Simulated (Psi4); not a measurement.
# Single-point calculation of GaHClOF

System: GaHClOF.
Method: PBE0/def2-TZVP, RKS, dispersion D4 (Psi4 1.11).

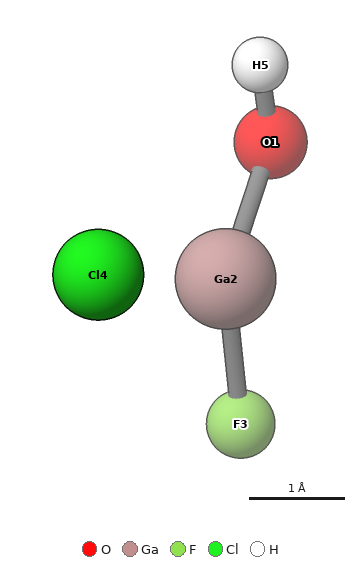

*The input geometry (ball-and-stick view, seen at an oblique angle; atoms are numbered from 1 in the order of the input). Sticks mark near contacts.*

Bond lengths as drawn: F–Ga 1.73 Å, Ga–O 1.76 Å and H–O 0.96 Å.

The input (calc.py)
```python
import psi4

psi4.set_memory(1600000000)
psi4.set_num_threads(1)
psi4.core.set_output_file('run.log', False)

with open('clfgaho.xyz') as f:
    atoms = ''.join(f.readlines()[2:])
mol = psi4.geometry('0 1\n' + atoms + 'symmetry c1')

psi4.set_options(dict(basis='def2-TZVP'))

e_tot, wfn = psi4.energy('pbe0-d4', molecule=mol, return_wfn=True)
print('E =', round(e_tot, 9))
```

File clfgaho.xyz
```
5
ClFGaHO
O     -1.159880    -2.596180    -0.056200
Ga    -0.723780    -1.189280    -1.020800
F     -1.090280    -1.239580    -2.713400
Cl     0.960300     1.923100     0.382300
H     -0.930480    -2.504680     0.872200
```

Hardware: 1 thread of Intel Xeon (Sapphire Rapids), 32 GiB of memory available, shared host.

Launch command:
```bash
python calc.py
```

Log
```
=> Loading Basis Set <=

    Name: DEF2-TZVP
    Role: ORBITAL
    Keyword: BASIS

   => PBE0-D4(BJ,EEQ)ATM: Empirical Dispersion <=

        a1 =       0.400856
        a2 =       5.029288
       alp =      16.000000
        s6 =       1.000000
        s8 =       1.200655
        s9 =       1.000000
        ga =       3.000000
        gc =       2.000000
        wf =       6.000000

         ---------------------------------------------------------
                                   SCF
                              RKS Reference
                        1 Threads,   1525 MiB Core
         ---------------------------------------------------------

  ==> Geometry <==

    Molecular point group: c1
    Full point group: C1

    Geometry (in Angstrom), charge = 0, multiplicity = 1:

       Center              X                  Y                   Z               Mass
    ------------   -----------------  -----------------  -----------------  -----------------
         O           -0.755936655919    -2.007718168928     0.719813065871    15.994914619570
         GA          -0.319836655919    -0.600818168928    -0.244786934129    68.925573500000
         F           -0.686336655919    -0.651118168928    -1.937386934129    18.998403162730
         CL           1.364243344081     2.511561831072     1.158313065871    34.968852682000
         H           -0.526536655919    -1.916218168928     1.648213065871     1.007825032230

  Running in c1 symmetry.

  Rotational constants: A =      0.20287  B =      0.03645  C =      0.03090 [cm^-1]
  Rotational constants: A =   6081.75537  B =   1092.76024  C =    926.32044 [MHz]
  Nuclear repulsion =  291.342932047060515

  Charge       = 0
  Multiplicity = 1
  Electrons    = 66
  Nalpha       = 33
  Nbeta        = 33

  ==> Algorithm <==

  SCF Algorithm Type is DF.
  DIIS enabled.
  MOM disabled.
  Fractional occupation disabled.
  Guess Type is SAD.
  Energy threshold   = 1.00e-06
  Density threshold  = 1.00e-06
  Integral threshold = 1.00e-12

  ==> Primary Basis <==

  Basis Set: DEF2-TZVP
    Blend: DEF2-TZVP
    Number of shells: 55
    Number of basis functions: 153
    Number of Cartesian functions: 175
    Spherical Harmonics?: true
    Max angular momentum: 3

  ==> DFT Potential <==

   => LibXC <=

    Version 7.1.2

   => Composite Functional: PBE0-D4BJEEQATM <=

    PBE0-d4bjeeqatm Hyb-GGA Exchange-Correlation Functional

    Deriv               =              1
    GGA                 =           TRUE
    Meta                =          FALSE

    Exchange Hybrid     =           TRUE
    MP2 Hybrid          =          FALSE

   => Exchange Functionals <=

    0.7500   Perdew, Burke & Ernzerhof

   => Exact (HF) Exchange <=

    0.2500               HF

   => Correlation Functionals <=

    1.0000   Perdew, Burke & Ernzerhof

   => LibXC Density Thresholds  <==

    XC_HYB_GGA_XC_PBEH:  1.00E-15

   => Molecular Quadrature <=

    Radial Scheme          =       TREUTLER
    Pruning Scheme         =           NONE
    Nuclear Scheme         =       TREUTLER

    Blocking Scheme        =         OCTREE
    BS radius alpha        =              1
    Pruning alpha          =              1
    Radial Points          =             75
    Spherical Points       =            302
    Total Points           =         108836
    Total Blocks           =            884
    Max Points             =            255
    Max Functions          =            141
    Weights Tolerance      =       1.00E-15

   => Loading Basis Set <=

    Name: (DEF2-TZVP AUX)
    Role: JKFIT
    Keyword: DF_BASIS_SCF

  ==> Integral Setup <==

  DFHelper Memory: AOs need 0.092 GiB; user supplied 0.827 GiB.
  SCF_SUBTYPE=INCORE selected. In-core MEM_DF algorithm will be used.
  Using in-core AOs.

  ==> MemDFJK: Density-Fitted J/K Matrices <==

    J tasked:                   Yes
    K tasked:                   Yes
    wK tasked:                   No
    Memory [MiB]:               846
    Algorithm:                 Core
    Schwarz Cutoff:           1E-12
    Mask sparsity (%):      14.8234
    Fitting Condition:        1E-10

   => Auxiliary Basis Set <=

  Basis Set: (DEF2-TZVP AUX)
    Blend: DEF2-UNIVERSAL-JKFIT
    Number of shells: 154
    Number of basis functions: 566
    Number of Cartesian functions: 732
    Spherical Harmonics?: true
    Max angular momentum: 5

  Cached 100.0% of DFT collocation blocks in 0.291 [GiB].

  Minimum eigenvalue in the overlap matrix is 5.9729261997E-03.
  Reciprocal condition number of the overlap matrix is 1.1378588664E-03.
    Using symmetric orthogonalization.

  ==> Pre-Iterations <==

  SCF Guess: Superposition of Atomic Densities via on-the-fly atomic UHF (no occupation information).

   -------------------------
    Irrep   Nso     Nmo
   -------------------------
     A        153     153
   -------------------------
    Total     153     153
   -------------------------

  ==> Iterations <==

                           Total Energy        Delta E     RMS |[F,P]|

   @DF-RKS iter SAD: -2556.36043363229646   -2.55636e+03   0.00000e+00
   @DF-RKS iter   1: -2557.77732669770376   -1.41689e+00   2.17437e-02 ADIIS/DIIS
   @DF-RKS iter   2: -2490.07818975652071    6.76991e+01   6.92777e-02 ADIIS/DIIS
   @DF-RKS iter   3: -2559.46927824679778   -6.93911e+01   1.18488e-02 ADIIS/DIIS
   @DF-RKS iter   4: -2559.87509536231892   -4.05817e-01   5.98699e-03 ADIIS/DIIS
   @DF-RKS iter   5: -2560.14771958432129   -2.72624e-01   1.76294e-03 ADIIS/DIIS
   @DF-RKS iter   6: -2559.91845819722312    2.29261e-01   3.46223e-03 ADIIS/DIIS
   @DF-RKS iter   7: -2560.22117192326323   -3.02714e-01   1.94836e-04 ADIIS/DIIS
   @DF-RKS iter   8: -2560.21980324528658    1.36868e-03   3.37086e-04 ADIIS/DIIS
   @DF-RKS iter   9: -2560.22076665384202   -9.63409e-04   2.05620e-04 ADIIS/DIIS
   @DF-RKS iter  10: -2560.22144073635809   -6.74083e-04   1.06722e-04 ADIIS/DIIS
   @DF-RKS iter  11: -2560.22167943072327   -2.38694e-04   1.74786e-05 DIIS
   @DF-RKS iter  12: -2560.22168615854116   -6.72782e-06   2.02214e-06 DIIS
   @DF-RKS iter  13: -2560.22168622989147   -7.13503e-08   6.19552e-07 DIIS
  Energy and wave function converged.

  ==> Post-Iterations <==

   Electrons on quadrature grid:
      Ntotal   =   66.0000222043 ; deviation = 2.220e-05

    Orbital Energies [Eh]
    ---------------------

    Doubly Occupied:

       1A   -373.016667     2A   -101.655477     3A    -46.157526
       4A    -40.872761     5A    -40.870409     6A    -40.867582
       7A    -24.793668     8A    -19.289780     9A     -9.478288
      10A     -7.212643    11A     -7.204212    12A     -7.204197
      13A     -5.675744    14A     -3.947911    15A     -3.942473
      16A     -3.936998    17A     -1.231162    18A     -1.097788
      19A     -0.972293    20A     -0.971664    21A     -0.969225
      22A     -0.960568    23A     -0.955938    24A     -0.755848
      25A     -0.592357    26A     -0.516480    27A     -0.469731
      28A     -0.464923    29A     -0.454214    30A     -0.413004
      31A     -0.293453    32A     -0.281836    33A     -0.281752

    Virtual:

      34A     -0.209288    35A     -0.076399    36A     -0.007256
      37A      0.006010    38A      0.075726    39A      0.158875
      40A      0.172050    41A      0.175536    42A      0.192459
      43A      0.201124    44A      0.204550    45A      0.239818
      46A      0.298055    47A      0.332482    48A      0.380869
      49A      0.413381    50A      0.425357    51A      0.431778
      52A      0.470191    53A      0.484331    54A      0.487860
      55A      0.493271    56A      0.494268    57A      0.495573
      58A      0.526868    59A      0.543139    60A      0.597470
      61A      0.641546    62A      0.668457    63A      0.688717
      64A      0.719852    65A      0.742150    66A      0.761259
      67A      0.819464    68A      0.836947    69A      0.880359
      70A      0.895070    71A      0.910551    72A      0.939632
      73A      0.940927    74A      0.955949    75A      0.982221
      76A      1.134077    77A      1.266593    78A      1.287946
      79A      1.506744    80A      1.649904    81A      1.777272
      82A      1.797943    83A      1.803253    84A      1.803556
      85A      1.817238    86A      1.831824    87A      1.844470
      88A      2.012886    89A      2.017199    90A      2.074866
      91A      2.076013    92A      2.103080    93A      2.132771
      94A      2.135718    95A      2.142159    96A      2.142491
      97A      2.146558    98A      2.154316    99A      2.154317
     100A      2.183518   101A      2.204266   102A      2.250564
     103A      2.273632   104A      2.274617   105A      2.299680
     106A      2.310691   107A      2.337255   108A      2.339378
     109A      2.419725   110A      2.591549   111A      2.663200
     112A      2.676064   113A      2.835860   114A      3.128853
     115A      3.201421   116A      3.270350   117A      3.272161
     118A      3.363598   119A      3.435246   120A      3.748802
     121A      3.888607   122A      4.112682   123A      5.071694
     124A      5.078994   125A      5.133552   126A      5.157825
     127A      5.237403   128A      5.346151   129A      5.417611
     130A      6.147632   131A      6.301410   132A      6.457598
     133A      6.480352   134A      6.728977   135A      6.861526
     136A      6.863234   137A      6.864735   138A      6.866038
     139A      6.876565   140A      6.899856   141A      6.921379
     142A      6.958026   143A      8.286041   144A      8.297268
     145A      8.504924   146A      8.551033   147A      8.782046
     148A     10.776057   149A     10.778557   150A     10.797232
     151A     23.929907   152A     43.464912   153A     56.849738

    Final Occupation by Irrep:
              A
    DOCC [    33 ]
    NA   [    33 ]
    NB   [    33 ]

  @DF-RKS Final Energy: -2560.22168622989147

   => Energetics <=

    Nuclear Repulsion Energy =            291.3429320470605148
    One-Electron Energy =               -4142.6340096475414612
    Two-Electron Energy =                1383.3253873715875670
    DFT Exchange-Correlation Energy =     -92.2536576377772377
    Empirical Dispersion Energy =          -0.0023383632204991
    VV10 Nonlocal Energy =                  0.0000000000000000
    Total Energy =                      -2560.2216862298914748

Computation Completed

Properties will be evaluated at   0.000000,   0.000000,   0.000000 [a0]

Properties computed using the SCF density matrix

 Multipole Moments:

 ------------------------------------------------------------------------------------
     Multipole            Electronic (a.u.)      Nuclear  (a.u.)        Total (a.u.)
 ------------------------------------------------------------------------------------

 L = 1.  Multiply by 2.5417464519 to convert [e a0] to [Debye]
 Dipole X            :         -1.7962173            0.9942618           -0.8019554
 Dipole Y            :         -2.2994405            0.4406102           -1.8588303
 Dipole Z            :         -3.7508090            3.9177091            0.1669000
 Magnitude           :                                                    2.0313144

 ------------------------------------------------------------------------------------

	total time  =          7 seconds =       0.12 minutes
```

Standard output
```
E = -2560.22168623
```

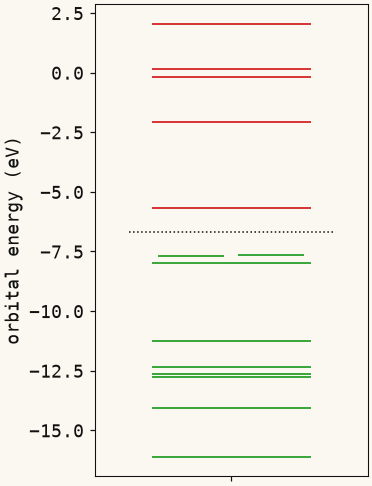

*Orbital energies near the frontier; the dotted line parts filled from empty levels, and levels within 0.02 eV of each other stand side by side.*

Highest filled −7.67 eV, lowest empty −5.70 eV, 1.97 eV apart.

Results in brief

```json
{"quantity": "outcome", "value": "converged"}
{"quantity": "total energy", "value": "−2560.221686 hartree"}
{"quantity": "dispersion energy", "value": "−0.002338 hartree"}
{"quantity": "basis functions", "value": "153"}
{"quantity": "HOMO", "value": "−7.67 eV"}
{"quantity": "LUMO", "value": "−5.70 eV"}
{"quantity": "dipole moment", "value": "5.16 D"}
{"quantity": "wall time", "value": "9 s"}
{"quantity": "peak memory", "value": "0.62 GiB"}
```
